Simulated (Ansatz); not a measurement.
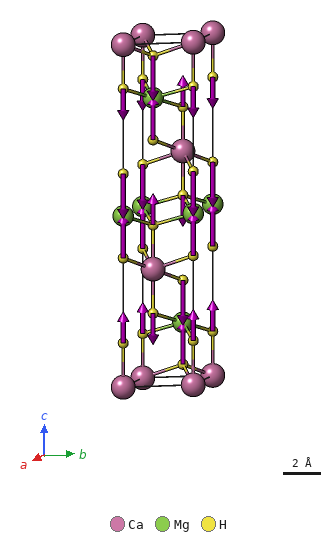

A relaxation of crystalline CaMgH₄ (built on the BaSrI4-166 type type). The starting structure is drawn; purple arrows show the displacements (the part carried along by the change of the cell is left out), 30 times their true length.

Style: ball-and-stick. Shown: the conventional cell (3 times the calculation's cell), slightly off an axis. Lengths and directions refer to the drawn axes.

Method: DFT, PBEsol, plane waves, PAW in Ansatz 0.2.0.

The input:
```yaml
crystal:
  lattice:
    - [1.97398305, 1.13967964, 6.29776854]
    - [-1.97398305, 1.13967964, 6.29776854]
    - [0.0, -2.27935929, 6.29776854]
  atoms:
    - { symbol: Ca, position: [0.0, 0.0, 0.0] }
    - { symbol: Mg, position: [0.5, 0.5, 0.5] }
    - { symbol: H, position: [0.622801, 0.622801, 0.622801] }
    - { symbol: H, position: [0.870903, 0.870903, 0.870903] }
    - { symbol: H, position: [0.129097, 0.129097, 0.129097] }
    - { symbol: H, position: [0.377199, 0.377199, 0.377199] }
kpoints:
  mp_grid: { grid: [6, 6, 6] }
hamiltonian:
  xc: pbesol
scf:
  occupations: { method: fermi_dirac, width: 0.03 }
relax:
  f_tol: 0.01
  cell: {}
  max_steps: 120
```

Launched with:
```bash
ansatz run input.yaml --threads 2 --pin off --max-ram 2211MiB --backend cpu --events-out ev --progress --plain --runs-dir out
```

> Which element moves most?

Hydrogen: up to 0.085 Å, against 0.000 Å for calcium.

> Describe the change and its energy.

After 5 accepted moves (8 points after the start) the energy has fallen by 0.739 eV per cell of the calculation. The largest force component goes from 0.2 to 0.0019 eV/Å. The pressure goes from −8.83 to 0.03 GPa. The line search rejected the trial step at point 3 of the run. At 2 points the geometry stayed and the basis and grid were re-selected for the new cell (energy shift of 5.7 meV per cell of the calculation at most each time). The largest moves relative to the cell, 0.085 Å, are those of H3 and H6. H3 goes along −c. Ca and Mg stay in place. The volume changes by −24.4 %, with a = b 3.948 → 3.625 Å (−8.2 %), c 18.893 → 16.940 Å (−10.3 %). Some distances before and after: Mg2–H3 2.320 → 1.996 Å, Mg2–H4 2.387 → 2.171 Å, Ca1–H4 2.439 → 2.246 Å, Ca1–H3 2.425 → 2.250 Å. The space group stays R-3m (No. 166).
